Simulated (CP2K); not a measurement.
# [CuH2]− (SMILES [H][Cu-][H]) at GFN2-xTB

Aim: the energy difference between two shapes of [CuH2]− at GFN2-xTB, from 2 runs. 

The results are computed with CP2K 2026.2.

3 further runs of the same task are left out: 1 that didn't finish, 2 set aside as unsound or not needed.

### Step 1. The structure to begin with

[CuH2]− has 3 atoms, charge -1, and is taken as a singlet. SMILES: `[H][Cu-][H]`. The shape comes from GFN2-xTB, which is rough for such elements, and wasn't checked as a minimum.

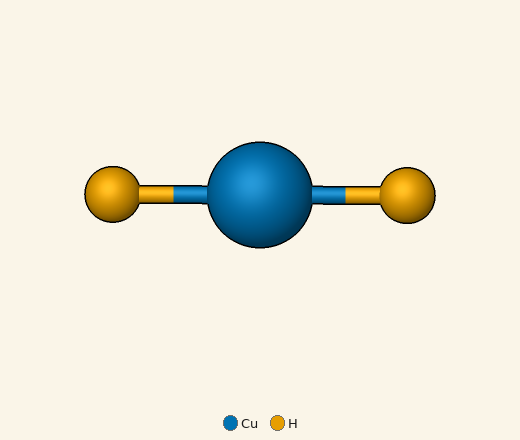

The structure, seen from a chosen angle (copper blue, hydrogen amber).

### Step 2. Energy and forces at GFN2-xTB

job.inp reads:

```
&GLOBAL
  PROJECT job
  RUN_TYPE ENERGY_FORCE
  PRINT_LEVEL MEDIUM
&END GLOBAL

&FORCE_EVAL
  METHOD QS
  &DFT
    CHARGE -1
    MULTIPLICITY 1
    &QS
      METHOD XTB
      EPS_DEFAULT 1.0E-10
      &XTB
        GFN_TYPE TBLITE
        &TBLITE
          METHOD GFN2
        &END TBLITE
        CHECK_ATOMIC_CHARGES F
      &END XTB
    &END QS
    &POISSON
      PERIODIC NONE
      POISSON_SOLVER ANALYTIC
    &END POISSON
    &SCF
      SCF_GUESS ATOMIC
      EPS_SCF 1.0E-07
      MAX_SCF 150
      ADDED_MOS 8
      &DIAGONALIZATION
        ALGORITHM STANDARD
      &END DIAGONALIZATION
      &MIXING
        METHOD DIRECT_P_MIXING
        ALPHA 0.4
      &END MIXING
      &SMEAR ON
        METHOD FERMI_DIRAC
        ELECTRONIC_TEMPERATURE [K] 300
      &END SMEAR
    &END SCF
    &PRINT
      &MOMENTS
        PERIODIC F
        REFERENCE COM
        MAX_MOMENT 1
      &END MOMENTS
      &MO ON
        ENERGIES T
        OCCUPATION_NUMBERS T
        NDIGITS 6
        &EACH
          QS_SCF 0
        &END EACH
        ADD_LAST NUMERIC
      &END MO
      &HIRSHFELD OFF
      &END HIRSHFELD
    &END PRINT
  &END DFT
  &SUBSYS
    &CELL
      ABC [angstrom] 8 8 11.1
      PERIODIC NONE
    &END CELL
    &COORD
      UNIT bohr
      Cu     0.0003024     0.0001701     0.0000189
      H     -0.0332025    -0.0409693     2.9341022
      H      0.0329001     0.0407992    -2.9341211
    &END COORD
    &TOPOLOGY
      &CENTER_COORDINATES
      &END CENTER_COORDINATES
    &END TOPOLOGY
  &END SUBSYS
  &PRINT
    &FORCES ON
    &END FORCES
  &END PRINT
&END FORCE_EVAL
```

The run is started by

```sh
OMP_NUM_THREADS=1 cp2k.psmp job.inp > job.out
```

The program printed:

```text
CP2K| version string:                                       CP2K version 2026.2
[...]
 GLOBAL| Method name                                                        CP2K
[...]
 GLOBAL| Run type                                                   ENERGY_FORCE
[...]
                             - Atoms:                                          3
[...]
                             - Spherical basis functions:                     11
[...]
 Number of electrons:                                                         14
[...]
  *** SCF run converged in    12 steps ***
[...]
  Fermi energy:                                                 0.15738120343566
[...]
 TB_DIPOLE| Moment [Debye]          0.00051781       0.00029106       0.00005977
 TB_DIPOLE| Derivative [a.u.]       0.00000000       0.00000000       0.00000000
[...]
 ENERGY| Total FORCE_EVAL ( QS ) energy [hartree]             -5.164766289398796
 FORCES| Atomic forces [hartree/bohr]
 FORCES|   Atom     x               y               z               |f|
 FORCES|      1 -2.18657188E-05 -1.22832444E-05 -3.50324843E-06   2.53231219E-05
 FORCES|      2  2.71655349E-05  2.62214509E-05 -1.43931021E-03   1.43980534E-03
 FORCES|      3 -5.29981610E-06 -1.39382065E-05  1.44281346E-03   1.44289051E-03
 FORCES| Sum    -1.05032085E-19  1.16890547E-19  1.97324795E-17
 FORCES| Total atomic force                                       1.97331053E-17
[...]
```

Wall time 0.45 s (1 thread of Arm Neoverse N1, shared host); peak memory 0.14 GiB.

### Step 3. The distorted shape at the same level

mol.inp reads:

```
&FORCE_EVAL
    METHOD QS
    &DFT
        CHARGE -1
        MULTIPLICITY 1
        &QS
            METHOD XTB
            EPS_DEFAULT 1.0E-10
            &XTB
                GFN_TYPE TBLITE
                &TBLITE
                    METHOD GFN2
                &END TBLITE
                CHECK_ATOMIC_CHARGES F
            &END XTB
        &END QS
        # cluster boundary conditions
        &POISSON
            PERIODIC NONE
            POISSON_SOLVER ANALYTIC
        &END POISSON
        # self-consistent field
        &SCF
            SCF_GUESS ATOMIC
            EPS_SCF 1.0E-07
            MAX_SCF 150
            ADDED_MOS 8
            &DIAGONALIZATION
                ALGORITHM STANDARD
            &END DIAGONALIZATION
            &MIXING
                METHOD DIRECT_P_MIXING
                ALPHA 0.4
            &END MIXING
            &SMEAR ON
                METHOD FERMI_DIRAC
                ELECTRONIC_TEMPERATURE [K] 300
            &END SMEAR
        &END SCF
        # extra output
        &PRINT
            &MOMENTS
                PERIODIC F
                REFERENCE COM
                MAX_MOMENT 1
            &END MOMENTS
            &MO ON
                ENERGIES T
                OCCUPATION_NUMBERS T
                NDIGITS 6
                &EACH
                    QS_SCF 0
                &END EACH
                ADD_LAST NUMERIC
            &END MO
            &HIRSHFELD OFF
            &END HIRSHFELD
        &END PRINT
    &END DFT
    &SUBSYS
        # box in angstrom
        &CELL
            ABC [angstrom] 8.1 8.1 11.1
            PERIODIC NONE
        &END CELL
        &COORD
            UNIT bohr
            Cu     0.0315887     0.0289487     0.0102177
            H     -0.0382405    -0.0953197     2.8943556
            H      0.0747368     0.0143581    -2.8717091
        &END COORD
        &TOPOLOGY
            &CENTER_COORDINATES
            &END CENTER_COORDINATES
        &END TOPOLOGY
    &END SUBSYS
    # extra output
    &PRINT
        &FORCES ON
        &END FORCES
    &END PRINT
&END FORCE_EVAL
&GLOBAL
    PROJECT_NAME mol
    RUN_TYPE ENERGY_FORCE
    PRINT_LEVEL MEDIUM
&END GLOBAL
```

The run is started by

```sh
OMP_NUM_THREADS=1 cp2k.psmp mol.inp > mol.out
```

The program printed:

```text
CP2K| version string:                                       CP2K version 2026.2
[...]
 GLOBAL| Method name                                                        CP2K
[...]
 GLOBAL| Run type                                                   ENERGY_FORCE
[...]
                             - Atoms:                                          3
[...]
                             - Spherical basis functions:                     11
[...]
 Number of electrons:                                                         14
[...]
  *** SCF run converged in    12 steps ***
[...]
  Fermi energy:                                                 0.15775417944820
[...]
 TB_DIPOLE| Moment [Debye]          0.01540258       0.07985659      -0.00494161
 TB_DIPOLE| Derivative [a.u.]       0.00000000       0.00000000       0.00000000
[...]
 ENERGY| Total FORCE_EVAL ( QS ) energy [hartree]             -5.163470926414554
 FORCES| Atomic forces [hartree/bohr]
 FORCES|   Atom     x               y               z               |f|
 FORCES|      1 -6.33800562E-04 -3.27081103E-03  3.86369203E-04   3.35398109E-03
 FORCES|      2  2.83565968E-04  1.60632006E-03  1.54753220E-03   2.24845051E-03
 FORCES|      3  3.50234594E-04  1.66449097E-03 -1.93390140E-03   2.57549395E-03
 FORCES| Sum     7.58941521E-19  8.67361738E-19  2.51534904E-17
 FORCES| Total atomic force                                       2.51798806E-17
[...]
```

Wall time 0.44 s (1 thread of Arm Neoverse N1, shared host); peak memory 0.14 GiB.

### Step 4. Results

At GFN2-xTB:

```
                                 quantity        value
                first shape: total energy  -5.16477 Eh
                 first shape: HOMO energy     -0.48 eV
                 first shape: LUMO energy      5.21 eV
               first shape: HOMO–LUMO gap      5.69 eV
    first shape: largest force on an atom   0.074 eV/Å
            distorted shape: total energy  -5.16347 Eh
             distorted shape: HOMO energy     -0.46 eV
             distorted shape: LUMO energy      5.22 eV
           distorted shape: HOMO–LUMO gap      5.68 eV
distorted shape: largest force on an atom   0.172 eV/Å
   energy change with the atoms displaced     0.035 eV
```

**Reading.** With the atoms displaced the energy rises by 0.04 eV (3.4 kJ/mol). The first shape isn't relaxed at this level, so the change isn't measured from a minimum.
